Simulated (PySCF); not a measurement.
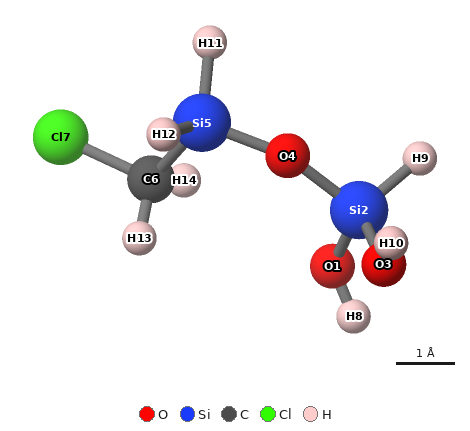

The input geometry (ball-and-stick view, seen at a tilt; atoms are numbered from 1 in the order of the input).

**Excited-state calculation, with input and output: CH$_{7}$ClO$_{3}$Si$_{2}$**

System: CH$_{7}$ClO$_{3}$Si$_{2}$, SMILES O[SiH](O)O[SiH2]CCl.
Method: TDDFT PBE0/def2-SVPD, vertical, gas phase, core orbitals frozen in the response (PySCF 2.14.0).

The geometry comes from this level: GFN2-xTB.

The program's output:
```
coarse grid: 13560 points
cycle   1  E = -1305.7882829758  dE =  8.500e-01  |g| = 1.087e+00  |ddm| = 6.057e+00
cycle   2  E = -1305.4958609623  dE =  2.924e-01  |g| = 1.638e+00  |ddm| = 2.843e+00
cycle   3  E = -1306.0049880517  dE = -5.091e-01  |g| = 8.828e-02  |ddm| = 1.681e+00
cycle   4  E = -1306.0062682359  dE = -1.280e-03  |g| = 5.291e-02  |ddm| = 2.259e-01
cycle   5  E = -1306.0068100546  dE = -5.418e-04  |g| = 1.442e-02  |ddm| = 6.378e-02
cycle   6  E = -1306.0068495081  dE = -3.945e-05  |g| = 2.231e-03  |ddm| = 1.984e-02
cycle   7  E = -1306.0068507442  dE = -1.236e-06  |g| = 4.221e-04  |ddm| = 5.304e-03
final grid: 118040 points
cycle   8  E = -1306.1752009576  dE = -2.274e-05  |g| = 8.748e-03  |ddm| = 8.371e-02
cycle   9  E = -1306.1751844548  dE =  1.650e-05  |g| = 1.274e-02  |ddm| = 2.257e-02
cycle  10  E = -1306.1752160761  dE = -3.162e-05  |g| = 6.540e-04  |ddm| = 1.309e-02
cycle  11  E = -1306.1752161652  dE = -8.912e-08  |g| = 2.245e-04  |ddm| = 1.160e-03
cycle  12  E = -1306.1752161734  dE = -8.223e-09  |g| = 7.476e-05  |ddm| = 2.715e-04
cycle  13  E = -1306.1752161746  dE = -1.151e-09  |g| = 1.299e-05  |ddm| = 1.082e-04
cycle  14  E = -1306.1752161746  dE = -4.343e-11  |g| = 2.910e-06  |ddm| = 3.243e-05
```

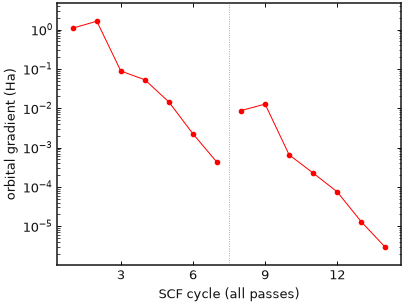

Convergence of the self-consistent field: orbital gradient against the SCF cycle. The dotted line marks the change from a coarse to the final integration grid. The first 7 cycles use a coarse grid, the final grid takes over at cycle 8, and the field converges after 14 cycles in all.

```
converged SCF energy = -1306.1752161746

Static polarisability (au): isotropic 84.993, principal 73.461 79.955 101.562

Singlet excitations
state   eV       nm        f      main configurations
  1   6.5879    188.2   0.01676   H->L 0.71, H->L+1 0.23
  2   7.0879    174.9   0.00424   H-1->L 0.65, H-1->L+1 0.24
  3   7.3370    169.0   0.00119   H->L+1 0.41, H->L+3 0.28, H->L+2 0.21
  4   7.4876    165.6   0.00549   H->L+2 0.30, H->L+4 0.29, H->L 0.18
  5   7.5684    163.8   0.00092   H-2->L 0.85, H-2->L+1 0.09
  6   7.7767    159.4   0.00602   H->L+3 0.54, H->L+1 0.20, H->L+4 0.19

Triplet excitations (Tamm-Dancoff, eV): 5.9963 6.4621
```

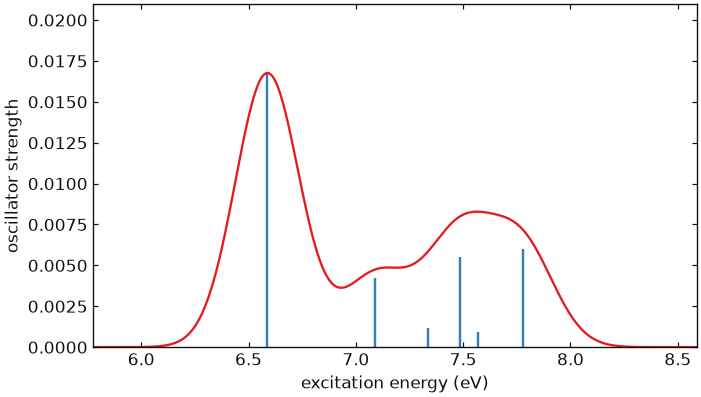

Computed excitations as sticks (degenerate states added up, dark ones marked on the axis), with a Gaussian envelope of 0.35 eV full width at half maximum, scaled to the tallest. Of the 6 states the lowest lies at 6.59 eV (f = 0.017); the strongest line is at 6.59 eV, or 188 nm (f = 0.017).

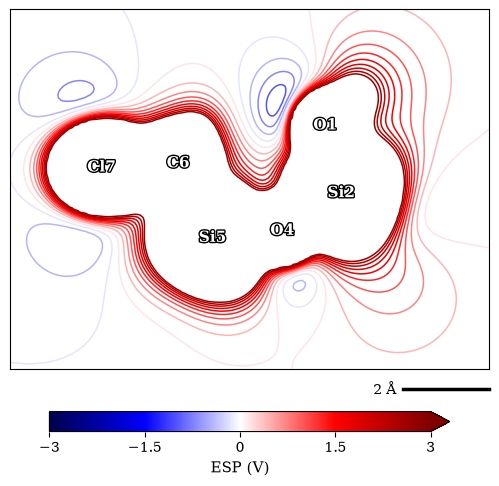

Molecular electrostatic potential on the plane of atoms Si2, O4 and Si5. The section cuts through O, Si, C and Cl sites.

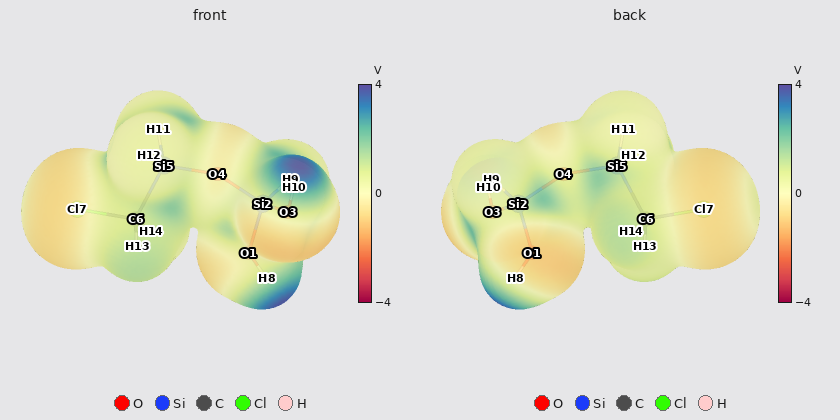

The electrostatic potential painted on the density surface at 0.004 e/bohr³, seen at a tilt and from behind; the colour scale runs from red (negative) to blue (positive). A positive charge is drawn to the negative regions and a negative charge to the positive ones. Its dipole moment is 2.92 D.

This output came from the following input.

Input:
```
{"job": {"kind": "uv", "xc": "PBE0", "basis": "def2-SVPD", "nstates": 6, "ntriplets": 2}, "charge": 0, "multiplicity": 1}
O     -1.432753     0.273204    -1.507735
Si    -1.501109    -0.887260    -0.385562
O     -2.812602    -0.590707     0.523942
O     -0.158214    -0.822880     0.521765
Si     1.306404    -0.251274     0.892922
C      1.714811     1.210938    -0.264808
Cl     3.404166     1.737898    -0.045593
H     -2.238739     0.694135    -1.793902
H     -1.515110    -2.213813    -0.972961
H     -2.935571    -1.041326     1.353739
H      2.245884    -1.346860     0.674345
H      1.224118     0.208279     2.278413
H      1.094501     2.084022    -0.071880
H      1.603536     0.945171    -1.314458
```

The first line tells a small driver script what to run in PySCF; the rest is the geometry in Å.

Run as:
```bash
OMP_NUM_THREADS=1 python <driver script> task.json out
```

Key numbers:

- outcome: converged
- total energy: −1306.175216 hartree
- HOMO: −8.00 eV
- LUMO: −0.14 eV
- dipole moment: 2.92 D
- mean polarisability: 84.99 a.u.
- lowest singlet excitation: 6.59 eV
- hardware: 1 CPU thread, shared host
- wall time: 48 s
- peak memory: 0.89 GiB
